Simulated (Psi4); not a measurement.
Approach curve of the dimer CH6Si ··· HF (SMILES C[SiH3] and F). Monomers: optimised at B3LYP-D3(BJ) (def2-TZVP), held rigid. Orientation: lowest of the rigid-body minima from ten starts at GFN2-xTB. The monomers approach along the line of their centres of mass (distance R); nothing else relaxes.

Level of theory: SAPT0/jun-cc-pVDZ, frozen core (Psi4 1.11).

Components in kJ/mol:

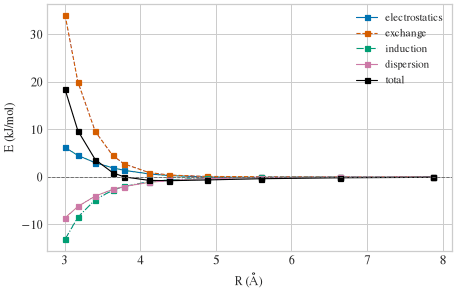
Components of the interaction energy.

| R / Å | electrostatics | exchange | induction | dispersion | total |
|---|---|---|---|---|---|
| 3.01 | 6.17 | 34.07 | -13.16 | -8.68 | 18.40 |
| 3.18 | 4.49 | 19.96 | -8.52 | -6.25 | 9.67 |
| 3.41 | 2.95 | 9.52 | -4.82 | -4.05 | 3.60 |
| 3.64 | 1.87 | 4.47 | -2.82 | -2.67 | 0.85 |
| 3.79 | 1.36 | 2.71 | -2.04 | -2.06 | -0.02 |
| 4.12 | 0.60 | 0.89 | -1.05 | -1.19 | -0.76 |
| 4.39 | 0.25 | 0.35 | -0.65 | -0.78 | -0.83 |
| 4.89 | -0.05 | 0.06 | -0.29 | -0.38 | -0.67 |
| 5.60 | -0.15 | 0.00 | -0.11 | -0.16 | -0.42 |
| 6.65 | -0.13 | 0.00 | -0.04 | -0.05 | -0.22 |
| 7.88 | -0.09 | 0.00 | -0.01 | -0.02 | -0.12 |
